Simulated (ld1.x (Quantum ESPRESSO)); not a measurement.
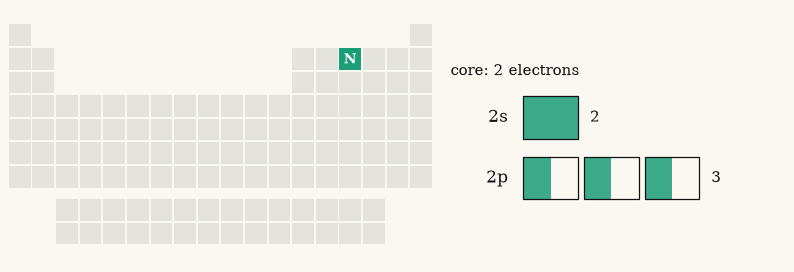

Left, the place of nitrogen in the periodic table; right, the valence shells of the reference configuration: a box for each of the 2l + 1 orbitals, shaded by the share of the shell that is filled, with the electron count at the right.

# Run report: N, pseudopotential generation (part 1 of 2)

System: nitrogen (N, Z = 7), core [He], reference valence 2s2 2p3, valence charge 5.
Method: TM potential, LDA (PZ), non-relativistic, made with ld1.x (Quantum ESPRESSO) 7.5.

The program's output:
```
     Program LD1 v.7.5
     --------------------------- All-electron run ----------------------------

     N

     atomic number is  7.00
     dft =PZ   lsd =0 sic =0 latt =0  beta=0.20 tr2=1.0E-14
     Exchange-correlation= PZ
                           (   1   1   0   0   0   0   0)
     mesh =1085 r(mesh) =  99.89202 a.u. xmin = -7.00 dx = 0.01250
     1 Ry =  13.60569312 eV

     n l     nl                  e(Ry)          e(Ha)          e(eV)
     1 0     1S 1( 2.00)       -28.0241       -14.0120      -381.2867
     2 0     2S 1( 2.00)        -1.3522        -0.6761       -18.3982
     2 1     2P 1( 3.00)        -0.5326        -0.2663        -7.2467

     final scf error:  7.5E-15 reached in  17 iterations

     Etot =    -108.045008 Ry,     -54.022504 Ha,   -1470.027222 eV

     Ekin =     107.455687 Ry,      53.727844 Ha,    1462.009102 eV
     Encl =    -254.816045 Ry,    -127.408023 Ha,   -3466.948913 eV
     Eh   =      51.589595 Ry,      25.794798 Ha,     701.912204 eV
     Exc  =     -12.274245 Ry,      -6.137123 Ha,    -166.999615 eV

     normalization and overlap integrals

     s(1S/1S) =  1.000000  <r> =   0.2314  <r2> =    0.0724  r(max) =   0.1502
     s(2S/2S) =  1.000000  <r> =   1.3302  <r2> =    2.1523  r(max) =   1.0167
     s(2P/2P) =  1.000000  <r> =   1.4814  <r2> =    2.9055  r(max) =   0.9671

     ------------------------ End of All-electron run ------------------------

     --------------------- Generating NC pseudopotential ---------------------

      Generating local potential from pseudized AE potential:
      Matching radius rcloc =   0.7500

      Local pseudo, rcloc= 0.744 Estimated cut-off energy=    42.87 Ry

      Wfc   2S  rcut= 0.744  Using Troullier-Martins method

      Wfc   2P  rcut= 1.056  Using Troullier-Martins method

      Wfc   3D  rcut= 1.056  Using Troullier-Martins method

     ------------------- End of pseudopotential generation -------------------

     --------------------------- All-electron run ----------------------------

     N

     atomic number is  7.00
     dft =PZ   lsd =0 sic =0 latt =0  beta=0.20 tr2=1.0E-14
     Exchange-correlation= PZ
                           (   1   1   0   0   0   0   0)
     mesh =1085 r(mesh) =  99.89202 a.u. xmin = -7.00 dx = 0.01250
     1 Ry =  13.60569312 eV

     n l     nl                  e(Ry)          e(Ha)          e(eV)
     1 0     1S 1( 2.00)       -28.0241       -14.0120      -381.2867
     2 0     2S 1( 2.00)        -1.3522        -0.6761       -18.3982
     2 1     2P 1( 3.00)        -0.5326        -0.2663        -7.2467

     final scf error:  7.5E-15 reached in  17 iterations

     Etot =    -108.045008 Ry,     -54.022504 Ha,   -1470.027222 eV

     Ekin =     107.455687 Ry,      53.727844 Ha,    1462.009102 eV
     Encl =    -254.816045 Ry,    -127.408023 Ha,   -3466.948913 eV
     Eh   =      51.589595 Ry,      25.794798 Ha,     701.912204 eV
     Exc  =     -12.274245 Ry,      -6.137123 Ha,    -166.999615 eV

     normalization and overlap integrals

     s(1S/1S) =  1.000000  <r> =   0.2314  <r2> =    0.0724  r(max) =   0.1502
     s(2S/2S) =  1.000000  <r> =   1.3302  <r2> =    2.1523  r(max) =   1.0167
     s(2P/2P) =  1.000000  <r> =   1.4814  <r2> =    2.9055  r(max) =   0.9671

     ------------------------ End of All-electron run ------------------------

     Computing logarithmic derivative in   1.14495
     Computing logarithmic derivative in   1.14495
     Computing the partial wave expansion
     R is outside the sphere for l=    0 j= 0.00
     R is outside the sphere for l=    1 j= 0.00
     R is outside the sphere for l=    2 j= 0.00

     ---------------------- Testing the pseudopotential ----------------------

     N

     atomic number is  7.00   valence charge is  5.00
     dft =PZ   lsd =0 sic =0 latt =0  beta=0.20 tr2=1.0E-14
     mesh =1085 r(mesh) =  99.89202 xmin = -7.00 dx = 0.01250

     n l     nl             e AE (Ry)        e PS (Ry)    De AE-PS (Ry)
     1 0     2S   1( 2.00)       -1.35224       -1.35224       -0.00000
     2 1     2P   1( 3.00)       -0.53262       -0.53262       -0.00000

     eps = 4.3E-16  iter =  4

     Etot =    -108.045008 Ry,     -54.022504 Ha,   -1470.027222 eV
     Etotps =   -19.242888 Ry,      -9.621444 Ha,    -261.812830 eV

     Ekin =      13.016205 Ry,       6.508102 Ha,     177.094489 eV
     Encl =     -45.475024 Ry,     -22.737512 Ha,    -618.719226 eV
     Ehrt =      16.270896 Ry,       8.135448 Ha,     221.376824 eV
     Ecxc =      -4.315794 Ry,      -2.157897 Ha,     -58.719363 eV
     Epseu=       1.260828 Ry,       0.630414 Ha,      17.154445 eV

     ---------------------- End of pseudopotential test ----------------------
```

Output of the test run (extracts):
```
     ---------------------- Testing the pseudopotential ----------------------

     N

     atomic number is  7.00   valence charge is  5.00
     dft =PZ   lsd =0 sic =0 latt =0  beta=0.20 tr2=1.0E-14
     mesh =1085 r(mesh) =  99.89202 xmin = -7.00 dx = 0.01250

     n l     nl             e AE (Ry)        e PS (Ry)    De AE-PS (Ry)
     1 0     2S   1( 2.00)       -1.35224       -1.35224       -0.00000
     2 1     2P   1( 3.00)       -0.53262       -0.53262       -0.00000

     eps = 1.6E-16  iter =  4

     Etot =    -108.045008 Ry,     -54.022504 Ha,   -1470.027222 eV
     Etotps =   -19.242888 Ry,      -9.621444 Ha,    -261.812832 eV

     Ekin =      13.016205 Ry,       6.508102 Ha,     177.094486 eV
     Encl =     -45.475024 Ry,     -22.737512 Ha,    -618.719224 eV
     Ehrt =      16.270896 Ry,       8.135448 Ha,     221.376824 eV
     Ecxc =      -4.315794 Ry,      -2.157897 Ha,     -58.719362 eV
     Epseu=       1.260828 Ry,       0.630414 Ha,      17.154445 eV

     ---------------------- End of pseudopotential test ----------------------

     ---------------------- Testing the pseudopotential ----------------------

     N

     atomic number is  7.00   valence charge is  5.00
     dft =PZ   lsd =0 sic =0 latt =0  beta=0.20 tr2=1.0E-14
     mesh =1085 r(mesh) =  99.89202 xmin = -7.00 dx = 0.01250

     n l     nl             e AE (Ry)        e PS (Ry)    De AE-PS (Ry)
     1 0     2S   1( 2.00)       -2.36828       -2.36794       -0.00034
     2 1     2P   1( 2.00)       -1.53037       -1.52895       -0.00142

     eps = 8.9E-16  iter =  7

     Etot =    -107.035333 Ry,     -53.517666 Ha,   -1456.289892 eV
     Etotps =   -18.233672 Ry,      -9.116836 Ha,    -248.081746 eV
     dEtot_ae =       1.009675 Ry
     dEtot_ps =       1.009216 Ry,   Delta E=       0.000459 Ry

     Ekin =      11.250579 Ry,       5.625289 Ha,     153.071921 eV
     Encl =     -39.171378 Ry,     -19.585689 Ha,    -532.953744 eV
     Ehrt =      11.532968 Ry,       5.766484 Ha,     156.914025 eV
     Ecxc =      -3.545194 Ry,      -1.772597 Ha,     -48.234825 eV
     Epseu=       1.699353 Ry,       0.849677 Ha,      23.120878 eV

     ---------------------- End of pseudopotential test ----------------------

     ---------------------- Testing the pseudopotential ----------------------

     N

     atomic number is  7.00   valence charge is  5.00
     dft =PZ   lsd =0 sic =0 latt =0  beta=0.20 tr2=1.0E-14
     mesh =1085 r(mesh) =  99.89202 xmin = -7.00 dx = 0.01250

     n l     nl             e AE (Ry)        e PS (Ry)    De AE-PS (Ry)
     1 0     2S   1( 2.00)       -3.59105       -3.58687       -0.00418
     2 1     2P   1( 1.00)       -2.76494       -2.75575       -0.00919  !

     eps = 1.9E-16  iter =  7

     Etot =    -104.905715 Ry,     -52.452858 Ha,   -1427.314971 eV
     Etotps =   -16.108473 Ry,      -8.054237 Ha,    -219.166944 eV
     dEtot_ae =       3.139293 Ry
     dEtot_ps =       3.134415 Ry,   Delta E=       0.004878 Ry

     Ekin =       8.083411 Ry,       4.041705 Ha,     109.980407 eV
     Encl =     -30.959748 Ry,     -15.479874 Ha,    -421.228831 eV
     Ehrt =       6.983179 Ry,       3.491589 Ha,      95.010990 eV
     Ecxc =      -2.611257 Ry,      -1.305629 Ha,     -35.527962 eV
     Epseu=       2.395942 Ry,       1.197971 Ha,      32.598451 eV

     ---------------------- End of pseudopotential test ----------------------

     ---------------------- Testing the pseudopotential ----------------------

     N

     atomic number is  7.00   valence charge is  5.00
     dft =PZ   lsd =0 sic =0 latt =0  beta=0.20 tr2=1.0E-14
     mesh =1085 r(mesh) =  99.89202 xmin = -7.00 dx = 0.01250

     n l     nl             e AE (Ry)        e PS (Ry)    De AE-PS (Ry)
     1 0     2S   1( 2.00)       -4.97936       -4.95986       -0.01951  !
     2 1     2P   1( 0.00)       -4.19873       -4.16206       -0.03667  !

     eps = 1.1E-15  iter =  8

     Etot =    -101.438995 Ry,     -50.719498 Ha,   -1380.147841 eV
     Etotps =   -12.662020 Ry,      -6.331010 Ha,    -172.275556 eV
     dEtot_ae =       6.606013 Ry
     dEtot_ps =       6.580868 Ry,   Delta E=       0.025144 Ry

     Ekin =       3.426192 Ry,       1.713096 Ha,      46.615718 eV
     Encl =     -21.063126 Ry,     -10.531563 Ha,    -286.578425 eV
     Ehrt =       3.234997 Ry,       1.617499 Ha,      44.014382 eV
     Ecxc =      -1.605222 Ry,      -0.802611 Ha,     -21.840161 eV
     Epseu=       3.345139 Ry,       1.672569 Ha,      45.512929 eV

     ---------------------- End of pseudopotential test ----------------------

     ---------------------- Testing the pseudopotential ----------------------

     N

     atomic number is  7.00   valence charge is  5.00
     dft =PZ   lsd =0 sic =0 latt =0  beta=0.20 tr2=1.0E-14
     mesh =1085 r(mesh) =  99.89202 xmin = -7.00 dx = 0.01250

     n l     nl             e AE (Ry)        e PS (Ry)    De AE-PS (Ry)
     1 0     2S   1( 2.00)       -1.83086       -1.83089        0.00002
     2 1     2P   1( 2.50)       -0.99882       -0.99848       -0.00034

     eps = 4.3E-15  iter =  7

     Etot =    -107.665064 Ry,     -53.832532 Ha,   -1464.857817 eV
     Etotps =   -18.863008 Ry,      -9.431504 Ha,    -256.644298 eV
     dEtot_ae =       0.379944 Ry
     dEtot_ps =       0.379880 Ry,   Delta E=       0.000064 Ry

     Ekin =      12.300718 Ry,       6.150359 Ha,     167.359799 eV
     Encl =     -42.579859 Ry,     -21.289930 Ha,    -579.328495 eV
     Ehrt =      13.925049 Ry,       6.962524 Ha,     189.459940 eV
     Ecxc =      -3.956827 Ry,      -1.978413 Ha,     -53.835367 eV
     Epseu=       1.447910 Ry,       0.723955 Ha,      19.699826 eV

     ---------------------- End of pseudopotential test ----------------------

     ---------------------- Testing the pseudopotential ----------------------

     N

     atomic number is  7.00   valence charge is  5.00
     dft =PZ   lsd =0 sic =0 latt =0  beta=0.20 tr2=1.0E-14
     mesh =1085 r(mesh) =  99.89202 xmin = -7.00 dx = 0.01250

     n l     nl             e AE (Ry)        e PS (Ry)    De AE-PS (Ry)
     1 0     2S   1( 2.00)       -1.09880       -1.09872       -0.00008
     2 1     2P   1( 3.30)       -0.28901       -0.28905        0.00003

     eps = 1.9E-15  iter =  7

     Etot =    -108.167508 Ry,     -54.083754 Ha,   -1471.693918 eV
     Etotps =   -19.365395 Ry,      -9.682698 Ha,    -263.479622 eV
     dEtot_ae =      -0.122500 Ry
     dEtot_ps =      -0.122507 Ry,   Delta E=       0.000007 Ry

     Ekin =      13.291158 Ry,       6.645579 Ha,     180.835417 eV
     Encl =     -46.938564 Ry,     -23.469282 Ha,    -638.631691 eV
     Ehrt =      17.600571 Ry,       8.800285 Ha,     239.467965 eV
     Ecxc =      -4.499060 Ry,      -2.249530 Ha,     -61.212834 eV
     Epseu=       1.180500 Ry,       0.590250 Ha,      16.061521 eV

     ---------------------- End of pseudopotential test ----------------------

     ---------------------- Testing the pseudopotential ----------------------

     N

     atomic number is  7.00   valence charge is  5.00
     dft =PZ   lsd =0 sic =0 latt =0  beta=0.20 tr2=1.0E-14
     mesh =1085 r(mesh) =  99.89202 xmin = -7.00 dx = 0.01250

     n l     nl             e AE (Ry)        e PS (Ry)    De AE-PS (Ry)
     1 0     2S   1( 1.00)       -6.40652       -6.36259       -0.04394  !
     2 1     2P   1( 0.00)       -5.69347       -5.61503       -0.07845  !

     eps = 1.3E-15  iter =  7

     Etot =     -95.748398 Ry,     -47.874199 Ha,   -1302.723318 eV
     Etotps =    -7.001490 Ry,      -3.500745 Ha,     -95.260123 eV
     dEtot_ae =      12.296610 Ry
     dEtot_ps =      12.241398 Ry,   Delta E=       0.055212 Ry

     Ekin =       1.876450 Ry,       0.938225 Ha,      25.530403 eV
     Encl =     -10.954879 Ry,      -5.477439 Ha,    -149.048717 eV
     Ehrt =       0.845556 Ry,       0.422778 Ha,      11.504377 eV
     Ecxc =      -0.676777 Ry,      -0.338389 Ha,      -9.208022 eV
     Epseu=       1.908160 Ry,       0.954080 Ha,      25.961836 eV

     ---------------------- End of pseudopotential test ----------------------

     ---------------------- Testing the pseudopotential ----------------------

     N

     atomic number is  7.00   valence charge is  5.00
     dft =PZ   lsd =0 sic =0 latt =0  beta=0.20 tr2=1.0E-14
     mesh =1085 r(mesh) =  99.89202 xmin = -7.00 dx = 0.01250

     n l     nl             e AE (Ry)        e PS (Ry)    De AE-PS (Ry)
     1 0     2S   1( 0.00)       -1.41456       -1.41127       -0.00329
     2 1     2P   1( 5.00)       -0.58838       -0.58856        0.00018

     eps = 8.7E-16  iter =  9

     Etot =    -106.399184 Ry,     -53.199592 Ha,   -1447.634649 eV
     Etotps =   -17.600517 Ry,      -8.800259 Ha,    -239.467236 eV
     dEtot_ae =       1.645824 Ry
     dEtot_ps =       1.642371 Ry,   Delta E=       0.003453 Ry

     Ekin =      17.938549 Ry,       8.969274 Ha,     244.066389 eV
     Encl =     -45.692779 Ry,     -22.846390 Ha,    -621.681934 eV
     Ehrt =      15.965565 Ry,       7.982783 Ha,     217.222584 eV
     Ecxc =      -4.243146 Ry,      -2.121573 Ha,     -57.730948 eV
     Epseu=      -1.568706 Ry,      -0.784353 Ha,     -21.343328 eV

     ---------------------- End of pseudopotential test ----------------------

     ---------------------- Testing the pseudopotential ----------------------

     N

     atomic number is  7.00   valence charge is  5.00
     dft =PZ   lsd =1 sic =0 latt =0  beta=0.20 tr2=1.0E-14
     mesh =1085 r(mesh) =  99.89202 xmin = -7.00 dx = 0.01250

     n l     nl             e AE (Ry)        e PS (Ry)    De AE-PS (Ry)
     1 0     2S   1( 1.00)       -1.43730       -1.44127        0.00397
     2 1     2P   1( 3.00)       -0.61368       -0.61868        0.00499
     1 0     2S   2( 1.00)       -1.13021       -1.10662       -0.02359  !
     2 1     2P   2( 0.00)       -0.32817       -0.30397       -0.02420  !

     eps = 3.8E-15  iter = 10

     Etot =    -108.257628 Ry,     -54.128814 Ha,   -1472.920067 eV
     Etotps =   -19.477788 Ry,      -9.738894 Ha,    -265.008812 eV
     dEtot_ae =      -0.212620 Ry
     dEtot_ps =      -0.234900 Ry,   Delta E=       0.022280 Ry

     Ekin =      13.534925 Ry,       6.767463 Ha,     184.152040 eV
     Encl =     -46.022882 Ry,     -23.011441 Ha,    -626.173211 eV
     Ehrt =      16.522012 Ry,       8.261006 Ha,     224.793421 eV
     Ecxc =      -4.623250 Ry,      -2.311625 Ha,     -62.902518 eV
     Epseu=       1.111407 Ry,       0.555703 Ha,      15.121457 eV

     ---------------------- End of pseudopotential test ----------------------

     ---------------------- Testing the pseudopotential ----------------------

     N

     atomic number is  7.00   valence charge is  5.00
     dft =PZ   lsd =1 sic =0 latt =0  beta=0.20 tr2=1.0E-14
     mesh =1085 r(mesh) =  99.89202 xmin = -7.00 dx = 0.01250

     n l     nl             e AE (Ry)        e PS (Ry)    De AE-PS (Ry)
     1 0     2S   1( 1.00)       -2.45795       -2.46395        0.00599  !
     2 1     2P   1( 2.00)       -1.62132       -1.62813        0.00681  !
     1 0     2S   2( 1.00)       -2.20802       -2.18815       -0.01987  !
     2 1     2P   2( 0.00)       -1.36945       -1.34357       -0.02588  !

     eps = 5.6E-15  iter =  9

     Etot =    -107.159447 Ry,     -53.579724 Ha,   -1457.978556 eV
     Etotps =   -18.373360 Ry,      -9.186680 Ha,    -249.982301 eV
     dEtot_ae =       0.885561 Ry
     dEtot_ps =       0.869528 Ry,   Delta E=       0.016033 Ry

     Ekin =      11.544126 Ry,       5.772063 Ha,     157.065832 eV
     Encl =     -39.437493 Ry,     -19.718747 Ha,    -536.574429 eV
     Ehrt =      11.624198 Ry,       5.812099 Ha,     158.155268 eV
     Ecxc =      -3.716431 Ry,      -1.858216 Ha,     -50.564622 eV
     Epseu=       1.612240 Ry,       0.806120 Ha,      21.935649 eV

     ---------------------- End of pseudopotential test ----------------------
```

(Continued in part 2.) Outcome of the run: generated.
